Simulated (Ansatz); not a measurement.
Single-point calculation of NbHClOF₃

The run: single-point calculation of NbHClOF₃, SMILES [OH][Nb]([F])([F])([F])[Cl]. Method and program: RKS r2SCAN-D4/def2-TZVPP (Ansatz 0.2.0).

The geometry comes from this level: PBE0-D4/def2-TZVP. Figures and captions count atoms from 1; the log counts them from 0 in places.

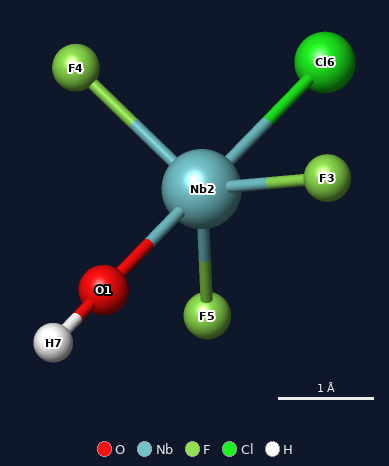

Figure 1. The structure as given in the input (ball-and-stick view, seen at a tilt; atoms are numbered from 1 in the order of the input). Sticks mark near contacts.

**Results in brief**

| quantity | value |
| --- | --- |
| outcome | converged |
| total energy | −24296.8870 eV |
| mean-field energy | −24296.8481 eV |
| dispersion energy | −0.0389 eV |
| SCF solution under orbital rotations | stable |
| HOMO | −8.17 eV |
| LUMO | −3.66 eV |
| largest force (length of the vector) | 0.345 eV/Å |
| dipole moment | 3.74 D |
| hardware | 4 threads of AMD EPYC, 23 GiB of memory available, shared host |
| wall time | 4.2 s (CPU time 15 s) |
| peak memory | 0.36 GiB |

**The input**
```yaml
crystal:
  periodic: [false, false, false]
  atoms:
    - {symbol: O, position_ang: [0.449733, -1.276555, -0.753261]}
    - {symbol: Nb, position_ang: [-0.083168, 0.250818, 0.149283]}
    - {symbol: F, position_ang: [0.995430, -0.173147, 1.580162]}
    - {symbol: F, position_ang: [-1.838920, -0.303559, 0.127981]}
    - {symbol: F, position_ang: [0.561675, 1.318069, -1.205945]}
    - {symbol: Cl, position_ang: [-0.751578, 2.176176, 1.281518]}
    - {symbol: H, position_ang: [0.728128, -2.059804, -1.225338]}
basis:
  gaussian: {orbitals: def2-TZVPP}
hamiltonian: {xc: r2scan, dispersion: d4}
output: {forces: true, orbitals: {seedname: orbitals}}
```

Run as:
```bash
ansatz run in.yaml --threads 4 --pin off --events-out ev --progress --plain --max-ram 10444MiB
```

**What the program printed**
```
Functional definition: r2SCAN
  name "r2SCAN"
  cite "Furness, Kaplan, Ning, Perdew & Sun, J. Phys. Chem. Lett. 11, 8208 (2020) doi:10.1021/acs.jpclett.0c02405"
  cite "Furness, Kaplan, Ning, Perdew & Sun, J. Phys. Chem. Lett. 11, 9248 (2020) doi:10.1021/acs.jpclett.0c03077"
  parent r2scan
  parameter k0 = 0.174
  parameter k1 = 0.065
  parameter a1 = 4.9479
  exchange = r2scan_x(k0 = k0, k1 = k1, a1 = a1)
  correlation = r2scan_c
1301 factors; their error is unknown
mean field evaluation 1: about -24284.5745 eV, gradient 9.0e1 eV
mean field evaluation 2: about -24083.2792 eV, gradient 3.2e2 eV
mean field evaluation 4: about -24295.0095 eV, gradient 3.2e1 eV
mean field evaluation 8: about -24296.8609 eV, gradient 3.1e-1 eV
mean field evaluation 16: about -24296.8481 eV, gradient 2.1e-4 eV
mean field -24296.84810476 eV, -892.8926988547 hartree, gradient 2.5e-5 eV, S^2 0.000000; 0 other end points of the search recorded, 0 dependent functions left out
the calculation of the forces begins
reference -24296.84813292 eV, -892.8926998897 hartree; 33, 33 occupied and 203, 203 virtual orbitals, 1301 factors
Total energy: -24296.88699056 eV, -892.8941278817 hartree
Atom 0 at     0.449733    -1.276555    -0.753261 Å, force     0.098755    -0.285438    -0.167696 eV/Å
Atom 1 at    -0.083168     0.250818     0.149283 Å, force    -0.059985     0.172385     0.102546 eV/Å
Atom 2 at     0.995430    -0.173147     1.580162 Å, force     0.151999    -0.064798     0.194217 eV/Å
Atom 3 at    -1.838920    -0.303559     0.127981 Å, force    -0.241155    -0.083026    -0.007224 eV/Å
Atom 4 at     0.561675     1.318069    -1.205945 Å, force     0.091442     0.141648    -0.191320 eV/Å
Atom 5 at    -0.751578     2.176176     1.281518 Å, force    -0.053778     0.154609     0.090964 eV/Å
Atom 6 at     0.728128    -2.059804    -1.225338 Å, force     0.012722    -0.035380    -0.021486 eV/Å
Dipole moment:     0.224570    -0.640826    -0.380480 e Å
```

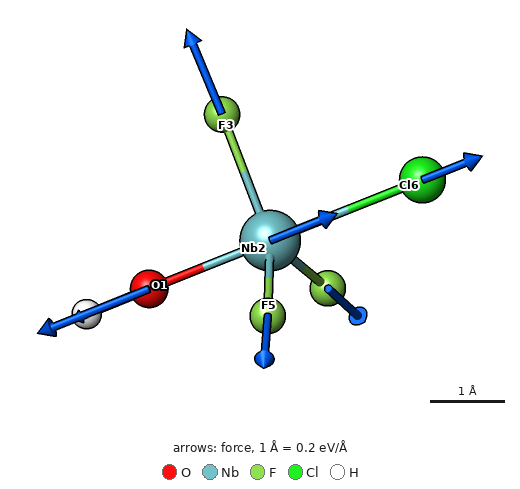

Figure 2. Forces on the atoms as blue arrows (ball-and-stick view, seen at an oblique angle; atoms are numbered from 1 in the order of the input). The largest act on O1 (0.35 eV/Å); all 3 F atoms (0.26 eV/Å); Nb2 (0.21 eV/Å); Cl6 (0.19 eV/Å). The geometry is not a stationary point of this energy.

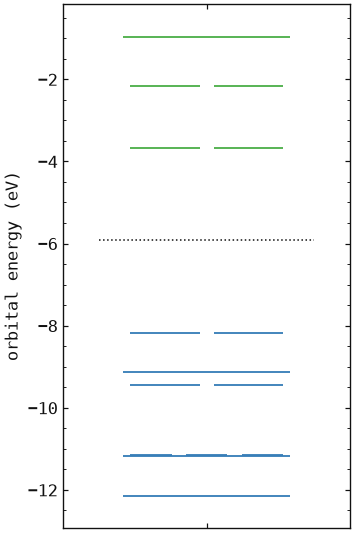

Figure 3. Orbital energies near the frontier; the dotted line parts filled from empty levels, and levels within 0.02 eV of each other stand side by side. Highest filled −8.17 eV, lowest empty −3.66 eV, 4.51 eV apart.

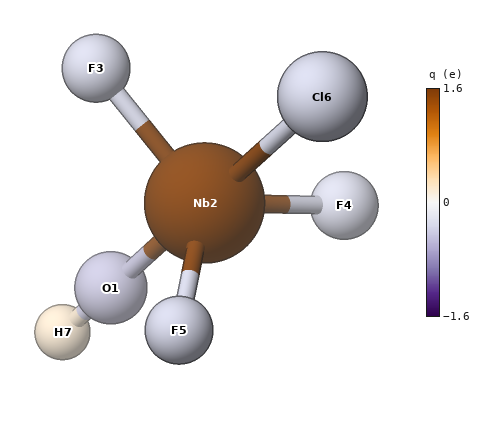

Figure 4. Mulliken charges, as the colour of each atom (ball-and-stick view, seen at a tilt; atoms are numbered from 1 in the order of the input). By element: O −0.50, Nb +1.57, F −0.33, Cl −0.32 and H +0.23 e.
